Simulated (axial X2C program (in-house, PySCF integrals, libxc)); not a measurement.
# GeCl: relativistic diatomic calculation

System: GeCl. The reference is closed-shell GeCl⁺; the roots are the vertical energy changes on adding an electron to it, which gives states of GeCl. The distance is the PBE0 minimum at charge 0.
Method: EOM-EA-CCSD, two-component X2C with atomic mean-field Coulomb and Gaunt terms, Ge dyall-acv3z, Cl dyall-av3z (cores contracted) (axial X2C program (in-house, PySCF integrals, libxc)).

**Summary**

- outcome: converged
- HF energy of the reference GeCl⁺: −2557.10998 hartree
- MP2 energy of the reference GeCl⁺: −2557.37081 hartree
- CCSD energy of the reference GeCl⁺ (with the MP2 share of the virtual spinors left out of the coupled-cluster step): −2557.39640 hartree
- CCSD(T) energy of the reference GeCl⁺: −2557.40862 hartree
- T1 diagnostic (spinor form; for a closed shell √2 times the usual value): 0.031
- hardware: 1 thread of Arm Neoverse V2, 112 GiB of memory available, shared host
- wall time: 9.3 s
- peak memory: 0.67 GiB

**Input**
```
{"zs": [32, 17], "q": 0, "bas": ["dyall-acv3z", "dyall-av3z"], "r0": 2.2, "eom": "ea", "thr": -1.0, "nmax": 92, "grid": [1, 0.96, 1.045, 0.92, 1.09, 1.15]}
```

The line is the task of a batch: nuclear charges, charge, bases, a first guess of the distance and further settings. This report covers the levels named above. The log is that of the reference distance 2.182 Å.

The run was one of a batch that the task file lists, launched with:
```bash
python <driver script> task.json out
```

**Output**
```
two-component X2C + atomic mean field  HF
basis functions 186  fitting functions 995  grid points 5080
iter        total energy     max residual
   1      -2557.080187738     2.96e-01
   2      -2557.108603859     7.57e-03
   3      -2557.109690497     4.27e-03
   4      -2557.109900700     9.40e-04
   5      -2557.109960270     4.74e-04
   6      -2557.109973778     1.76e-04
   7      -2557.109976347     6.57e-05
   8      -2557.109976758     1.22e-05
   9      -2557.109976776     3.11e-06
  10      -2557.109976776     7.35e-07
converged
one-electron -3807.41176178  Coulomb 1225.19576800  exact exchange -106.02754496  xc functional 0.00000000  nuclear repulsion 131.93052371  atomic mean-field constant -0.79696175
correlated 10  virtual 266  natural virtual 92  E(MP2) -0.260835798  MP2 remainder -0.022539970
iter   CCSD correlation   residual
   1     -0.253869516   1.32e-01
   2     -0.261024105   5.76e-02
   3     -0.263842230   2.54e-02
   4     -0.263817038   7.76e-03
   5     -0.263859766   3.09e-03
   6     -0.263879330   1.35e-03
   7     -0.263879550   3.41e-04
   8     -0.263883145   1.01e-04
   9     -0.263882258   3.39e-05
  10     -0.263882117   1.16e-05
  11     -0.263881875   5.23e-06
  12     -0.263881835   2.49e-06
  13     -0.263881818   1.32e-06
(T) -0.012223137542357937  T1 0.0307  D1 0.0463  max T2 0.054
EOM-EA-CCSD roots
2*Omega      energy/Eh   energy/eV  one-particle weight
    1      -0.27038758     -7.3576      0.955
    1      -0.15914659     -4.3306      0.957
    1      -0.11387781     -3.0988      0.985
    1      -0.08140362     -2.2151      0.000
    1      -0.07677627     -2.0892      0.990
    3      -0.26631385     -7.2468      0.955
    3      -0.08127430     -2.2116      0.000
    3      -0.07620164     -2.0736      0.991
    3      -0.05610078     -1.5266      0.843
    5      -0.05600267     -1.5239      0.845
    5      -0.00058567     -0.0159      0.176
    7       0.10408317      2.8322      0.000
```

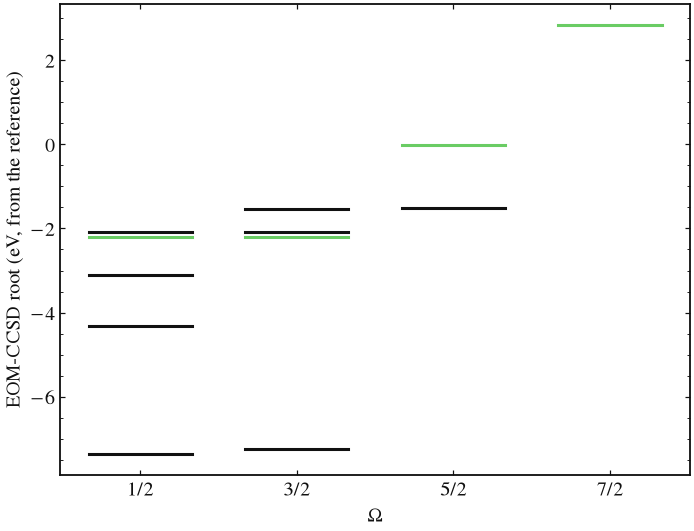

Fig. 1: EOM-CCSD roots by Ω at 2.18 Å; roots whose one-particle weight is under 0.8 have the second colour. The lowest has Ω = 1/2 and lies at −7.358 eV, with one-particle weight 0.95. 4 of the 12 roots are less well described at this level.
